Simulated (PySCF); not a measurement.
# CH5FOSn (SMILES C[O][SnH2][F]) at 6 levels

We compute a comparison of 6 runs (HF/STO-3G, HF/3-21G, HF/def2-SVP, TPSSh/STO-3G, BP86/def2-SVP, wB97X/def2-TZVP) of CH5FOSn. The job is set up through a Python script.

The results are computed with PySCF 2.14.0.

## (1) The system as given

CH5FOSn has 9 atoms, charge 0, and is taken as a singlet. SMILES: `C[O][SnH2][F]`. Geometry: relaxed at PBE0-D4/def2-TZVP. This is one conformer, not always the lowest.

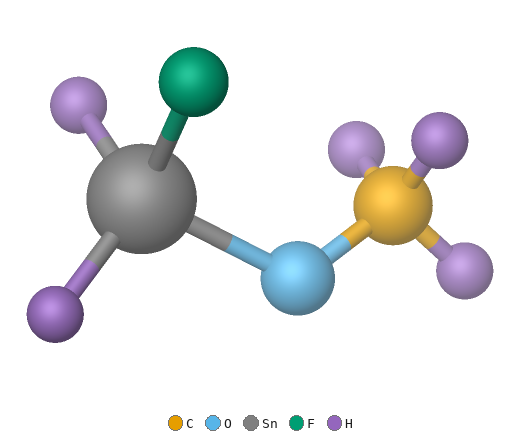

The structure, seen from a chosen angle (carbon amber, oxygen blue, tin grey, fluorine teal, hydrogen purple).

## (2) Energy and gradient at HF/STO-3G (run 1)

Input file run.py:

```python
from pyscf import gto, scf

mol = gto.M(
    atom='''
C      0.518500     1.372900     0.070100
O      0.868000     0.081800    -0.373800
Sn    -0.399500    -1.388400    -0.243800
F     -0.697400    -1.629400     1.640500
H      1.313300     2.060500    -0.231100
H     -0.420600     1.731700    -0.373400
H      0.422100     1.418200     1.160900
H     -1.916000    -0.924300    -0.859900
H      0.399900    -2.769100    -0.806400
''',
    basis='sto-3g',
    verbose=3,
    max_memory=1860,
)

mf = scf.RHF(mol)
mf.conv_tol = 1e-10
mf.kernel()
if not mf.converged:
    mf = mf.newton().run(mf.mo_coeff, mf.mo_occ)

energy = mf.e_tot
print(f'total energy: {energy:.8f} hartree')
grad = mf.nuc_grad_method().kernel()
dip = mf.dip_moment()
pop, q = mf.mulliken_pop()
```

Started as:

```bash
$ OMP_NUM_THREADS=1 python run.py
```

The log of the run:

```text
converged SCF energy = -6175.50245784
total energy: -6175.50245784 hartree
[... 8 lines left out ...]
Dipole moment(X, Y, Z, Debye): -1.09956, -0.49386, -1.37887
[... 57 lines left out ...]
charge of    8H =     -0.17952
```

It took 6.3 s on 1 thread of Intel Xeon at 2.50GHz (Skylake/Cascade Lake), shared host; peak memory 0.12 GiB.

## (3) Energy and forces at HF/3-21G (run 2)

Input file input.py:

```python
# C[O][SnH2][F]
from pyscf import gto, scf

system = gto.M(
    atom=[
    ('C', (0.518500, 1.372900, 0.070100)),
    ('O', (0.868000, 0.081800, -0.373800)),
    ('Sn', (-0.399500, -1.388400, -0.243800)),
    ('F', (-0.697400, -1.629400, 1.640500)),
    ('H', (1.313300, 2.060500, -0.231100)),
    ('H', (-0.420600, 1.731700, -0.373400)),
    ('H', (0.422100, 1.418200, 1.160900)),
    ('H', (-1.916000, -0.924300, -0.859900)),
    ('H', (0.399900, -2.769100, -0.806400)),
],
    basis='3-21g',
    charge=0,
    spin=0,
    max_memory=1860,
    verbose=4,
)

hf = scf.RHF(system)
hf.conv_tol = 1e-10
hf.kernel()
if not hf.converged:
    hf = hf.newton().run(hf.mo_coeff, hf.mo_occ)

e_final = hf.e_tot
print('E = %.10f Eh' % e_final)
grad = hf.nuc_grad_method().kernel()
hf.analyze()
```

Started as:

```bash
$ OMP_NUM_THREADS=1 python input.py
```

The log of the run:

```text
PySCF version 2.14.0

[... 89 lines left out ...]
MO #3   energy= -145.414681318714  occ= 2
[... 12 lines left out ...]
MO #16  energy= -19.1171186116305  occ= 2
[... 12 lines left out ...]
MO #29  energy= -0.910854828429975 occ= 2
[... 12 lines left out ...]
MO #42  energy= 0.164228290503111  occ= 0
[... 12 lines left out ...]
MO #55  energy= 1.28592548749358   occ= 0
[... 12 lines left out ...]
MO #68  energy= 3.67437735973471   occ= 0
[... 80 lines left out ...]
Dipole moment(X, Y, Z, Debye): -1.30396,  0.29701, -2.18336
```

Wall time 9.3 s (1 thread of Intel Xeon at 2.50GHz (Skylake/Cascade Lake), shared host); peak memory 0.14 GiB.

## (4) Energy and forces at HF/def2-SVP (core potential) (run 3)

Input file input.py:

```python
from pyscf import gto

system = gto.Mole()
system.atom = '''
C      0.979823     2.594405     0.132470
O      1.640282     0.154580    -0.706380
Sn    -0.754946    -2.623696    -0.460715
F     -1.317895    -3.079120     3.100096
H      2.481777     3.893781    -0.436716
H     -0.794819     3.272439    -0.705624
H      0.797653     2.680010     2.193783
H     -3.620715    -1.746674    -1.624975
H      0.755701    -5.232841    -1.523875
'''
system.verbose = 3
system.ecp = {'Sn': 'def2-svp'}
system.unit = 'bohr'
system.basis = 'def2-svp'
system.max_memory = 1860
system.build()

calc0 = system.RHF()
calc0.conv_tol = 1e-10
calc0.kernel()
if not calc0.converged:
    calc0 = calc0.newton().run(calc0.mo_coeff, calc0.mo_occ)

energy = calc0.e_tot
print(f'total energy: {energy:.8f} hartree')
grad = calc0.nuc_grad_method().kernel()
dip = calc0.dip_moment()
pop, q = calc0.mulliken_pop()
```

Started as:

```bash
$ OMP_NUM_THREADS=1 python input.py
```

The log of the run:

```text
converged SCF energy = -428.26015783877
total energy: -428.26015784 hartree
[... 8 lines left out ...]
Dipole moment(X, Y, Z, Debye): -1.16690,  0.17131, -2.46018
[... 103 lines left out ...]
charge of    8H =     -0.13877
```

Run time: 24 s. Hardware: 1 thread of Intel Xeon at 2.50GHz (Skylake/Cascade Lake), shared host; peak memory 0.19 GiB.

Runs 4 to 5 aren't shown in full; the table further down has their settings and results.

## (5) Energy and gradient at wB97X/def2-TZVP (core potential) (run 6)

Input file geometry.xyz:

```xyz
9
CH5FOSn
C      0.518500     1.372900     0.070100
O      0.868000     0.081800    -0.373800
Sn    -0.399500    -1.388400    -0.243800
F     -0.697400    -1.629400     1.640500
H      1.313300     2.060500    -0.231100
H     -0.420600     1.731700    -0.373400
H      0.422100     1.418200     1.160900
H     -1.916000    -0.924300    -0.859900
H      0.399900    -2.769100    -0.806400
```

Input file input.py:

```python
import pyscf.grad
from pyscf import gto, dft

mol = gto.M(
    atom='geometry.xyz',
    basis='def2-tzvp',
    verbose=3,
    max_memory=1860,
    charge=0,
    ecp={'Sn': 'def2-svp'},
)

calc0 = dft.RKS(mol)
calc0.xc = 'wb97x'
calc0.grids.level = 5
calc0.conv_tol = 1e-10
calc0.kernel()
if not calc0.converged:
    calc0 = calc0.newton().run(calc0.mo_coeff, calc0.mo_occ)

energy = calc0.e_tot
print(f'total energy: {energy:.8f} hartree')
grad = calc0.Gradients().kernel()
calc0.analyze()
```

Started as:

```bash
$ OMP_NUM_THREADS=1 python input.py
```

The log of the run:

```text
converged SCF energy = -430.586772634761
[... 37 lines left out ...]
MO #28  energy= 0.0746340101516103 occ= 0
[... 28 lines left out ...]
MO #57  energy= 0.7433991376962    occ= 0
[... 28 lines left out ...]
MO #86  energy= 1.7362981664155    occ= 0
[... 28 lines left out ...]
MO #115 energy= 2.68457612601677   occ= 0
[... 28 lines left out ...]
MO #144 energy= 5.44298443008787   occ= 0
[... 28 lines left out ...]
MO #173 energy= 114.564761102003   occ= 0
[... 1 line left out ...]
WARN: Weak orthogonality for localized orbitals 2.0244482862827488e-09

 ** Mulliken atomic charges  **
charge of    0C =     -0.12673
charge of    1O =     -1.00851
charge of    2Sn =      2.75959
charge of    3F =     -0.87332
charge of    4H =      0.11434
charge of    5H =      0.08939
charge of    6H =      0.10458
charge of    7H =     -0.53971
charge of    8H =     -0.51963
Dipole moment(X, Y, Z, Debye): -0.90479,  0.17506, -2.22499
```

It took 9 min on 1 thread of Intel Xeon at 2.50GHz (Skylake/Cascade Lake), shared host; peak memory 2.3 GiB.

## (6) All runs side by side

| run | level | core potential | integration grid | energy (Eh) | dipole moment (D) | HOMO energy (eV) | LUMO energy (eV) | wall time |
| --- | --- | --- | --- | --- | --- | --- | --- | --- |
| 1 | HF/STO-3G | – | – | -6175.502458 | 1.83 | -8.28 | 10.15 | 6.3 s |
| 2 | HF/3-21G | – | – | -6210.214224 | 2.56 | -11.59 | 3.47 | 9.3 s |
| 3 | HF/def2-SVP (core potential) | def2-svp | – | -428.260158 | 2.73 | -12.02 | 2.92 | 24 s |
| 4 | TPSSh/STO-3G | – | 5 | -6178.396487 | 1.15 | -2.62 | 4.86 | 44 s |
| 5 | BP86/def2-SVP (core potential) | def2-svp | 5 | -430.425774 | 2.10 | -6.34 | -1.32 | 66 s |
| 6 | wB97X/def2-TZVP (core potential) | def2-svp | 5 | -430.586773 | 2.41 | -10.51 | 1.42 | 9 min |

## (7) What came out

| quantity | value |
| --- | --- |
| run 6: total energy | -430.58677 Eh |
| run 6: dipole moment | 2.41 D |
| run 6: HOMO energy | -10.51 eV |
| run 6: LUMO energy | 1.42 eV |
| run 6: HOMO–LUMO gap | 11.93 eV |
| run 6: largest force on an atom | 0.189 eV/Å |

In words: The dipole moment (its size) runs from 1.15 D (TPSSh/STO-3G) to 2.73 D (HF/def2-SVP). The two ends differ in method and basis and core potential. The HOMO–LUMO gap runs from 5.03 eV (BP86/def2-SVP) to 18.42 eV (HF/STO-3G). Totals of different functionals can't be ranked against each other. Some runs of one species differ in core potentials or relativity; totals across that change don't compare. In runs 1, 4 the basis is minimal, so the values are rough. In runs 1, 2, 4 relativity is left out where basis or elements ask for it. All runs together took 11 min, the longest 9 min.
